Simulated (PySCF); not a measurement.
## A study: C$_{3}$H$_{8}$OSi, SMILES `C/C=C/O[SiH3]`

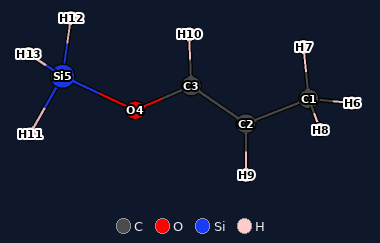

The molecule, with its atoms numbered as below. No frequency check shows the geometry to be a minimum.

Coordinates in Å:

```
C1       3.0191    0.2404   -0.0001
C2       1.6865   -0.4290   -0.0003
C3       0.5328    0.2207    0.0003
O4      -0.6552   -0.4233    0.0001
Si5     -2.1895    0.1080   -0.0002
H6       3.5907   -0.0552   -0.8790
H7       2.9089    1.3217    0.0000
H8       3.5905   -0.0553    0.8796
H9       1.6823   -1.5096   -0.0008
H10      0.4892    1.3041    0.0013
H11     -2.8777   -1.1710    0.0020
H12     -2.4599    0.9238   -1.1877
H13     -2.4602    0.9237    1.1871
```

Part 1: Bonding charge

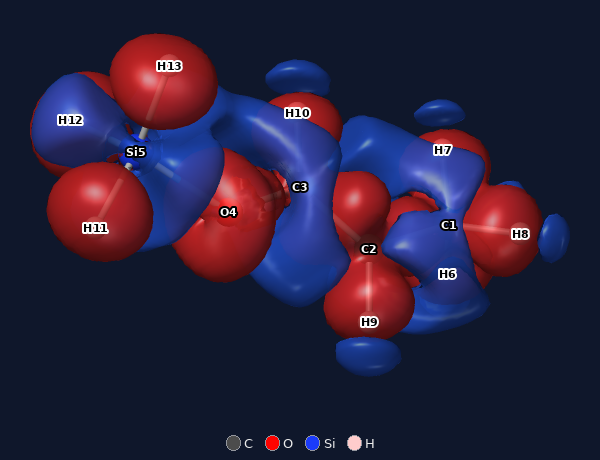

Deformation density (molecule less spherical, spin-averaged free atoms at the same positions), surfaces at ±0.05 e/Å³; red: gain, blue: loss.

PySCF calculation, HF/cc-pVDZ, gas phase; geometry: GFN2-xTB.

Q: How much density has each bond gained at its critical point, relative to the free atoms?

A: The five largest and four smallest: C2–C3: +0.79 e/Å³ at the bond critical point (bond length 1.32 Å, Mayer order 1.9). C3–H10: +0.73 e/Å³ at the bond critical point (bond length 1.08 Å, Mayer order 1.0). C2–H9: +0.69 e/Å³ at the bond critical point (bond length 1.08 Å, Mayer order 1.0). C1–H7: +0.65 e/Å³ at the bond critical point (bond length 1.09 Å, Mayer order 1.0). C1–H6 and C1–H8: +0.65 e/Å³ at the bond critical point (bond length 1.09 Å, Mayer order 1.0). Si5–H11: +0.19 e/Å³ at the bond critical point (bond length 1.45 Å, Mayer order 1.0). Si5–H13 and Si5–H12: +0.18 e/Å³ at the bond critical point (bond length 1.47 Å, Mayer order 0.9). C3–O4: +0.11 e/Å³ at the bond critical point (bond length 1.35 Å, Mayer order 1.0); up to 0.6 Å beside the axis the gain reaches +0.36 e/Å³. O4–Si5: −0.01 e/Å³ at the bond critical point (bond length 1.62 Å, Mayer order 1.0); up to 0.6 Å beside the axis the gain reaches +0.34 e/Å³. In all, 3.0 electrons gather in the regions of gain relative to the promolecule. A small or negative value marks a very polar bond, one between electron-rich atoms, whose free-atom densities already overlap strongly, a long bond to a heavier atom, or a closed-shell contact such as a hydrogen bond.

Q: Where do the Hirshfeld charges lie?

A: The highest Hirshfeld charge is on Si5 (+0.45 e), the lowest on O4 (−0.26 e).

| atom | charge (e) |
| --- | --- |
| C1 | −0.10 |
| C2 | −0.09 |
| C3 | +0.03 |
| O4 | −0.26 |
| Si5 | +0.45 |
| H6 | +0.04 |
| H7 | +0.04 |
| H8 | +0.04 |
| H9 | +0.05 |
| H10 | +0.05 |
| H11 | −0.08 |
| H12 | −0.09 |
| H13 | −0.09 |

Part 2: Local ionisation energy

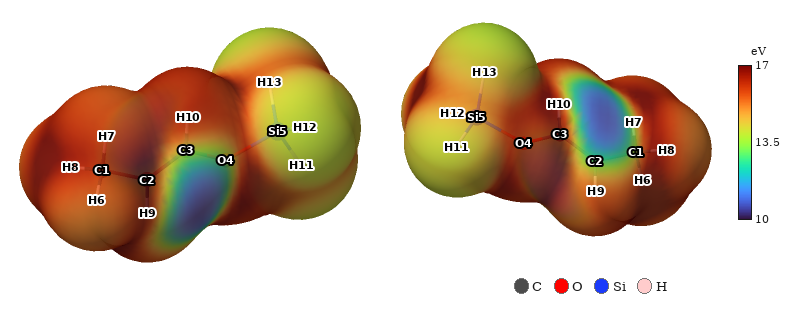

Average local ionisation energy on the surface of electron density 0.001 a.u. (back view left, front view right).

Q: Where are the most loosely bound electrons on this surface?

A: The lowest value is 10.9 eV, off the C2–C3 bond (2.2 Å from its atoms), and at like points elsewhere. Further minima include 13.8 eV, 1.5 Å from H13, and at like points elsewhere; 15.0 eV, 1.4 Å from H8. For comparison, the highest occupied orbital lies at −9.0 eV.

Q: What volume does the surface enclose, and what is the dipole moment?

A: About 132 Å³; the dipole moment is 1.0 D.

Part 3: Excited states

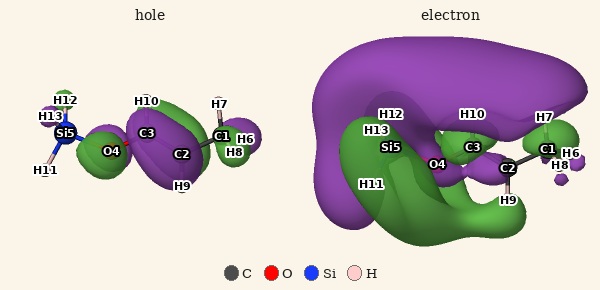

Leading natural transition orbital pair of S₂ (TDA singlet states); the surfaces enclose about 85 % of each orbital's density.

PySCF calculation, PBE0/6-311G**, gas phase; geometry: GFN2-xTB. Without diffuse functions Rydberg states are missing, so the states' numbers hold for this basis only.

Q: Give its energy and the atoms that hole and electron lie on.

A: 6.83 eV (181 nm), f = 0.000 (dark); the leading pair carries 100 %; hole on C2 (33 %), C3 (25 %) and O4 (20 %), electron on Si5 (31 %), H10 (21 %) and C3 (10 %); their centroids lie 1.8 Å apart. In canonical orbitals it is mainly HOMO → LUMO+2 (98 %). The HOMO–LUMO gap is 6.63 eV.

Part 4: Localised orbitals

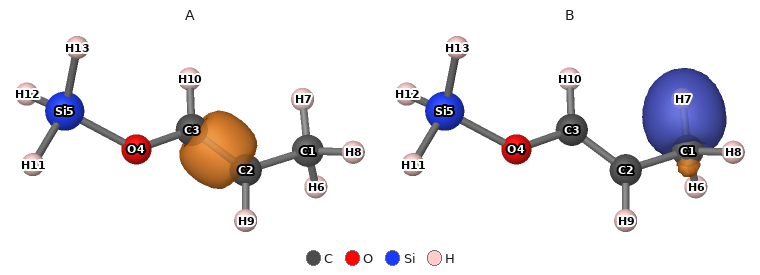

Intrinsic bond orbitals (IBO), occupied; each surface holds about 70 % of the orbital's density. Energies are diagonal elements of the Fock matrix.

Method: PBE0/cc-pVDZ; geometry: GFN2-xTB; program: PySCF.

Q: Identify each orbital.

A: By panel:
- A: σ bond C3–C2 (C3 50 %, C2 49 %; −17.8 eV)
- B: σ bond C1–H7 (C1 57 %, H7 42 %; −13.2 eV)

Q: How do all the valence pairs divide up?

A: 15 pairs: 12 σ bonds, 2 lone pairs and 1 two-centre π bond.

Part 5: Stretching a bond

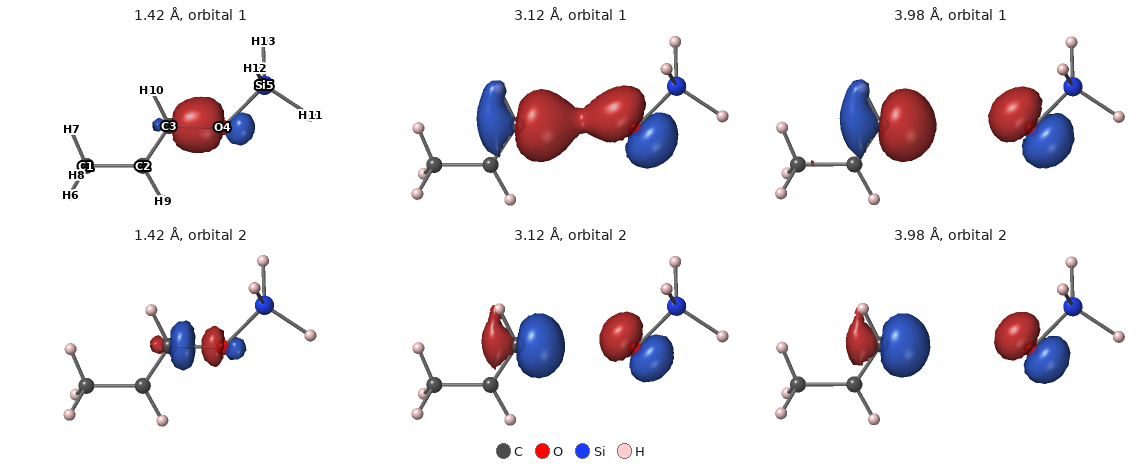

Rigid stretch of the C3–O4 bond. The two CASSCF(2,2) natural orbitals nearest half filling (orbital 1 the more occupied).

Computed with PySCF, 6-31G* basis, geometry: GFN2-xTB.

Q: How do the occupations change along the stretch?

A: 1.42 Å: 1.98 and 0.02; 3.12 Å: 1.18 and 0.82; 3.98 Å: 1.04 and 0.96. At the longest distance computed (3.98 Å) they are 1.04 and 0.96, and the effective number of unpaired electrons is 2.0.

UHF's ⟨S²⟩ passes 1 along the scan (up to 1.25), so it also polarises electrons outside the stretched bond; its energy lowering isn't due to that bond alone.

Q: Where does the UHF solution part from RHF?

A: Between 1.70 Å (⟨S²⟩ = 0, the two coincide) and 1.92 Å (⟨S²⟩ = 0.43); at 3.98 Å ⟨S²⟩ is 1.25 and UHF lies 5.7 eV below RHF.

Q: How much energy does the stretch cost?

A: By CASSCF, 4.1 eV from the lowest point of the scan (1.42 Å) to 3.98 Å; RHF gives 8.9 eV from its own lowest point. The fragments aren't relaxed and dynamic correlation is missing, so this isn't a bond dissociation energy.

The PySCF runs shown took 2.7 s, 9.3 min, 17 s and 6.3 min on 1 thread of Arm Neoverse V1, on a shared host.
